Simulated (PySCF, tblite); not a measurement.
# C6H7ClOS: open-shell or spin-flip excitations

Aim: compute the open-shell or spin-flip excitations of C6H7ClOS (`C=C(Cl)C#CC[S@@](C)=O`).

Computed with tblite 0.8.0 and PySCF 2.14.0 and routines of our own; the level stands in each step. Atoms count from 0.

### Step 1. The starting structure

16 atoms, charge 0, multiplicity 1; geometry from: force field or distance geometry start.

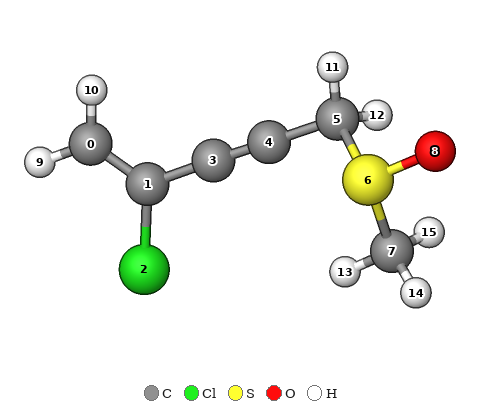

The starting geometry (carbon grey, chlorine green, sulfur yellow, oxygen red, hydrogen white).

### Step 2. Relaxing the molecule with GFN2-xTB, one coordinate held

What the job is given:

```
{"job": {"kind": "relax", "xc": "GFN2-xTB", "basis": "xTB"}, "charge": 0, "multiplicity": 1}
C     -3.711900    -0.095300     0.218700
C     -2.545600    -0.714800     0.213700
Cl    -2.404200    -2.353900     0.771700
C     -1.350700    -0.075200    -0.221700
C     -0.335200     0.443900    -0.569800
C      0.902600     1.077800    -1.024900
S      2.149200     1.002500     0.298100
C      2.526200    -0.760600     0.143700
O      3.364300     1.751400    -0.163400
H     -4.629400    -0.588900     0.561000
H     -3.816100     0.931500    -0.123300
H      0.732000     2.133600    -1.240100
H      1.303200     0.607100    -1.913400
H      1.648000    -1.360000     0.405500
H      3.333800    -1.000200     0.825000
H      2.826500    -0.989100    -0.871800
```

Launch:

```
$ OMP_NUM_THREADS=1 python excited_run.py task.json out
```

The driver reads the jobs from task.json and runs them one after another.

Output:

```text
step      E/eV     max force
  0    -766.35724    2.404
  1    -766.37846    4.466
  2    -766.48043    1.308
  3    -766.49744    0.641
  4    -766.50544    0.265
  5    -766.50931    0.224
  6    -766.51267    0.217
  7    -766.51539    0.190
  8    -766.51705    0.101
  9    -766.51790    0.081
 10    -766.51855    0.081
 11    -766.51921    0.089
 12    -766.51977    0.072
 13    -766.52017    0.071
 14    -766.52051    0.072
 15    -766.52088    0.077
 16    -766.52125    0.079
 17    -766.52153    0.070
 18    -766.52172    0.062
 19    -766.52188    0.063
 20    -766.52213    0.071
 21    -766.52252    0.078
 22    -766.52303    0.068
 23    -766.52356    0.068
 24    -766.52404    0.070
 25    -766.52447    0.073
 26    -766.52491    0.073
 27    -766.52534    0.052
 28    -766.52573    0.053
 29    -766.52608    0.068
 30    -766.52647    0.072
 31    -766.52691    0.063
 32    -766.52736    0.074
 33    -766.52778    0.081
 34    -766.52816    0.063
 35    -766.52854    0.058
 36    -766.52896    0.055
 37    -766.52945    0.080
 38    -766.53003    0.090
 39    -766.53059    0.080
 40    -766.53104    0.076
 41    -766.53137    0.075
 42    -766.53164    0.080
 43    -766.53188    0.082
 44    -766.53208    0.081
 45    -766.53226    0.080
 46    -766.53243    0.085
 47    -766.53262    0.087
 48    -766.53279    0.084
 49    -766.53296    0.079
 50    -766.53315    0.080
 51    -766.53345    0.087
 52    -766.53374    0.086
 53    -766.53400    0.079
 54    -766.53421    0.079
 55    -766.53446    0.087
 56    -766.53478    0.094
 57    -766.53508    0.088
 58    -766.53528    0.075
 59    -766.53542    0.073
 60    -766.53557    0.076
 61    -766.53572    0.075
 62    -766.53584    0.067
 63    -766.53591    0.063
 64    -766.53596    0.063
 65    -766.53605    0.067
 66    -766.53616    0.067
 67    -766.53628    0.060
 68    -766.53636    0.056
 69    -766.53645    0.056
 70    -766.53658    0.060
 71    -766.53674    0.057
 72    -766.53685    0.044
 73    -766.53690    0.038
 74    -766.53692    0.040
 75    -766.53696    0.043
 76    -766.53702    0.044
 77    -766.53708    0.038
 78    -766.53711    0.034
 79    -766.53713    0.034
 80    -766.53714    0.035
 81    -766.53716    0.035
 82    -766.53718    0.034
```

Run time: 3.9 s. Hardware: 1 thread of Intel Xeon at 2.70GHz, shared host.

One coordinate is held by a constraint (a dihedral, as typed in the start), so the force along it need not vanish.

Relaxation path: (not every step is listed)

```
step  energy from step 0 (eV)  largest force (eV/Å)
   0                   0.0000                2.4045
   1                  -0.0212                4.4664
   2                  -0.1232                1.3078
   3                  -0.1402                0.6410
   4                  -0.1482                0.2650
   5                  -0.1521                0.2242
   6                  -0.1554                0.2173
   7                  -0.1581                0.1896
   8                  -0.1598                0.1011
  14                  -0.1633                0.0716
  20                  -0.1649                0.0712
  26                  -0.1677                0.0731
  32                  -0.1701                0.0743
  38                  -0.1728                0.0897
  44                  -0.1748                0.0808
  50                  -0.1759                0.0798
  56                  -0.1775                0.0941
  62                  -0.1786                0.0665
  68                  -0.1791                0.0555
  74                  -0.1797                0.0402
  77                  -0.1798                0.0381
  78                  -0.1799                0.0335
  79                  -0.1799                0.0336
  80                  -0.1799                0.0349
  81                  -0.1799                0.0346
  82                  -0.1799                0.0339
```

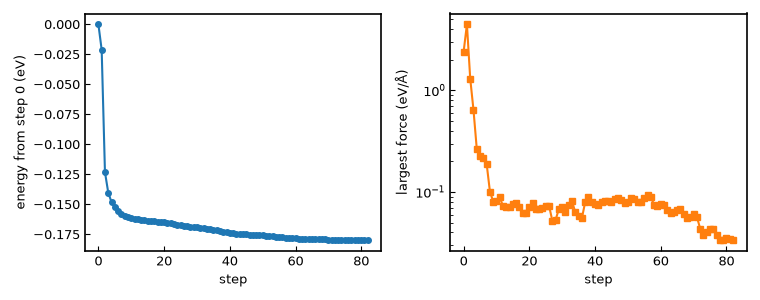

Energy and largest force along the relaxation.

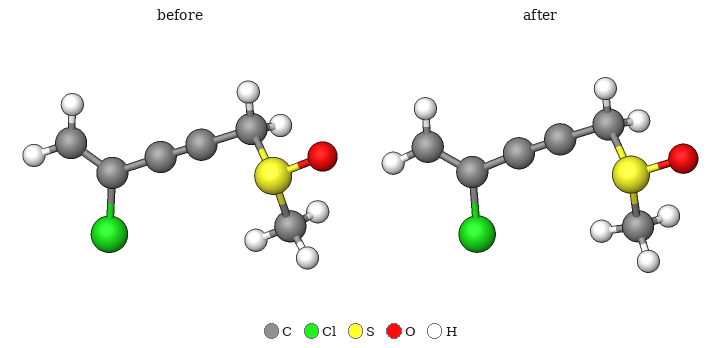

Before and after, at one scale.

Close pairs (by a distance rule), those that changed most:

```
  bond  before (Å)  after (Å)  change (Å)
 C5–S6       1.819      1.893      +0.073
 S6–O8       1.500      1.460      -0.040
 C4–C5       1.463      1.426      -0.037
 S6–C7       1.810      1.844      +0.035
 C0–H9       1.097      1.074      -0.022
 C1–C3       1.424      1.407      -0.017
 C3–C4       1.192      1.206      +0.014
C0–H10       1.087      1.076      -0.012
```

The next job starts from the end point, and lists it.

### Step 3. Open-shell or spin-flip excitations: collinear spin-flip TDA BHandHLYP/def2-SVP

What the job is given:

```
{"job": {"kind": "uabs", "xc": "BHandHLYP", "basis": "def2-SVP", "nstates": 8, "spin_flip": true, "ref_mult": 3}, "charge": 0, "multiplicity": 1}
C     -3.656546    -0.173360     0.279747
C     -2.434316    -0.683115     0.185791
Cl    -2.097239    -2.325510     0.682037
C     -1.301572     0.007417    -0.281980
C     -0.295599     0.537378    -0.684067
C      0.915023     1.175613    -1.083951
S      2.208936     1.047673     0.291617
C      2.333113    -0.790591     0.212852
O      3.435615     1.558531    -0.314304
H     -4.484752    -0.748042     0.651508
H     -3.843835     0.840488    -0.026689
H      0.770772     2.243220    -1.252080
H      1.352133     0.719914    -1.972086
H      1.344629    -1.210952     0.358018
H      2.997716    -1.109101     1.009596
H      2.748836    -1.079676    -0.746466
```

With the program's defaults for keys left out, this is: collinear spin-flip TDA BHandHLYP/def2-SVP, vertical, gas phase, core orbitals frozen in the response.

Output:

```text
coarse grid: 15192 points
cycle   1  E = -1165.2155869849  dE =  1.882e+00  |g| = 6.161e-01  |ddm| = 3.492e+00
cycle   2  E = -1164.7657732034  dE =  4.498e-01  |g| = 1.175e+00  |ddm| = 2.654e+00
cycle   3  E = -1165.3774961295  dE = -6.117e-01  |g| = 1.787e-01  |ddm| = 2.073e+00
cycle   4  E = -1165.3970779569  dE = -1.958e-02  |g| = 5.872e-02  |ddm| = 4.355e-01
cycle   5  E = -1165.4011844127  dE = -4.106e-03  |g| = 2.731e-02  |ddm| = 1.730e-01
cycle   6  E = -1165.4024489942  dE = -1.265e-03  |g| = 1.821e-02  |ddm| = 8.302e-02
cycle   7  E = -1165.4034746327  dE = -1.026e-03  |g| = 1.233e-02  |ddm| = 8.702e-02
cycle   8  E = -1165.4039929736  dE = -5.183e-04  |g| = 7.297e-03  |ddm| = 6.330e-02
cycle   9  E = -1165.4043576300  dE = -3.647e-04  |g| = 5.225e-03  |ddm| = 6.173e-02
cycle  10  E = -1165.4044747355  dE = -1.171e-04  |g| = 2.608e-03  |ddm| = 3.555e-02
cycle  11  E = -1165.4045098061  dE = -3.507e-05  |g| = 1.227e-03  |ddm| = 2.070e-02
cycle  12  E = -1165.4045148040  dE = -4.998e-06  |g| = 7.426e-04  |ddm| = 8.706e-03
final grid: 139552 points
cycle  13  E = -1165.5008540094  dE = -1.723e-05  |g| = 2.410e-03  |ddm| = 1.591e-02
cycle  14  E = -1165.5008536357  dE =  3.738e-07  |g| = 2.794e-03  |ddm| = 6.605e-03
cycle  15  E = -1165.5008573093  dE = -3.674e-06  |g| = 4.665e-04  |ddm| = 4.472e-03
cycle  16  E = -1165.5008574274  dE = -1.181e-07  |g| = 1.706e-04  |ddm| = 8.985e-04
cycle  17  E = -1165.5008574800  dE = -5.260e-08  |g| = 9.976e-05  |ddm| = 5.266e-04
cycle  18  E = -1165.5008574990  dE = -1.896e-08  |g| = 6.522e-05  |ddm| = 2.943e-04
cycle  19  E = -1165.5008575085  dE = -9.537e-09  |g| = 3.318e-05  |ddm| = 2.531e-04
cycle  20  E = -1165.5008575115  dE = -3.004e-09  |g| = 1.580e-05  |ddm| = 1.329e-04
cycle  21  E = -1165.5008575125  dE = -1.008e-09  |g| = 9.276e-06  |ddm| = 8.150e-05
cycle  22  E = -1165.5008575128  dE = -2.915e-10  |g| = 4.450e-06  |ddm| = 4.963e-05
converged SCF energy = -1165.5008575128

<S^2> of the reference = 2.0294 (exact 2.0000)

Spin-flip excitations, energies against the reference
state   eV       nm        f      <S^2>   main configurations
  1  -3.1149        -   0.00000   0.055   Ha->Lb 0.95
  2   0.7422    321.4   0.00011   2.061   Ha->L+1b 0.23, H-4a->Lb 0.23, Ha->L+2b 0.15, H-3a->Lb 0.12
  3   2.2664    230.4   0.04734   1.018   H-3a->Lb 0.33, H-1a->Lb 0.33, H-2a->Lb 0.24
  4   2.6123    216.5   0.08246   0.984   Ha->L+1b 0.47, Ha->L+2b 0.40
  5   2.7428    211.7   0.23568   0.883   H-3a->Lb 0.37, H-1a->Lb 0.36, Ha->L+2b 0.12
  6   3.1029    199.4   0.58805   0.434   H-4a->Lb 0.21, Ha->L+2b 0.21, H-2a->Lb 0.20, Ha->L+1b 0.14
  7   3.2563    194.6   0.04809   0.960   H-5a->Lb 0.30, H-2a->Lb 0.19, H-4a->Lb 0.12, H-1a->Lb 0.09
  8   3.9257    176.1   0.00070   1.047   H-6a->Lb 0.57, H-5a->Lb 0.34
```

Wall time 58 s (1 thread of Intel Xeon at 2.70GHz, shared host); peak memory 0.61 GiB.

The ⟨S²⟩ below is that of the reference state, of multiplicity 3.

From this job:

```
               quantity      value
low spin less high spin  -3.857 eV
                   ⟨S²⟩      2.029
```

Löwdin spin populations of the reference state:

C0 0.91; C1 0.55; Cl2 0.08; C3 -0.08; C4 0.47; C5 -0.03; S6 0.04; C7 0.00; O8 0.03; H9 0.00; H10 0.00; H11 0.00; H12 0.03; H13 0.00; H14 0.00; H15 0.00

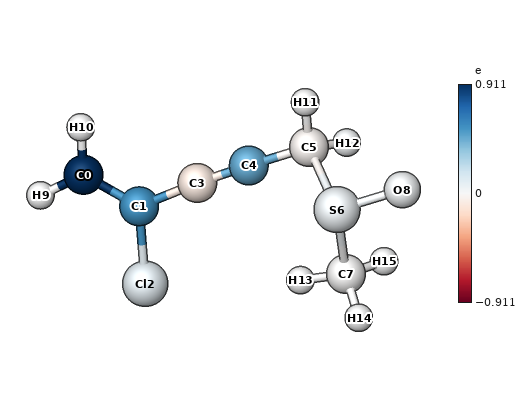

Löwdin spin populations of the reference state, as colours on the atoms.

### Step 4. Outcome

| quantity | value |
| --- | --- |
| low spin less high spin (step 3, collinear spin-flip TDA BHandHLYP/def2-SVP) | -3.857 eV |

What this shows: The values above hold for this geometry and these levels alone.
